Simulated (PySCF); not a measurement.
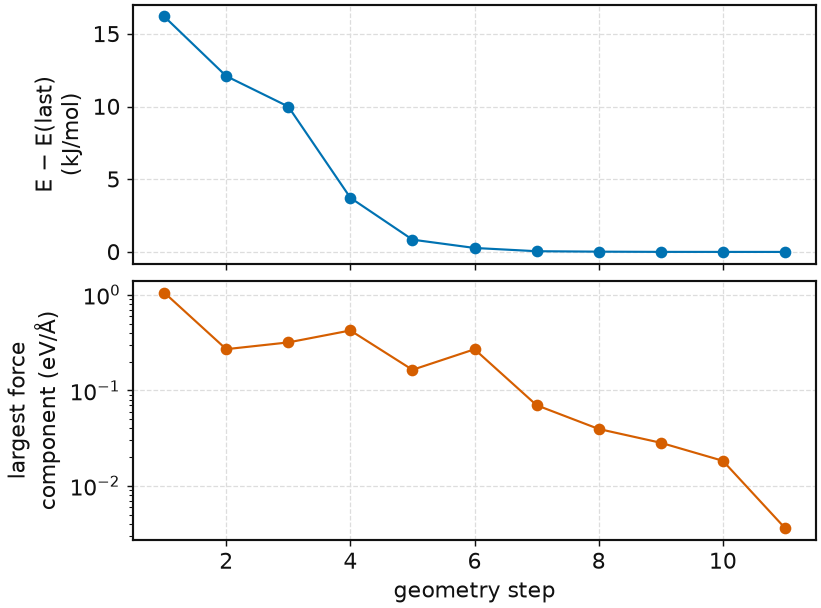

History of a geometry optimisation. The start has point group Cs, which is kept. A held symmetry can leave a saddle point.

The run: ScSCl molecule, by RKS-based PBE0, Sc def2-TZVP, S def2-TZVP, Cl def2-TZVP; non-relativistic Hamiltonian; density fitting (PySCF).

**How did it end, and what did it gain?**

The optimisation met its thresholds at geometry 11, counting the start as the first. The energy fell by about 16 kJ/mol from the first step to the last. The largest force component goes from about 1.1 eV/Å at the start to 4 × 10⁻³ eV/Å at the end.

**By which step was nine tenths of the energy gained?**

By step 5 of 11.
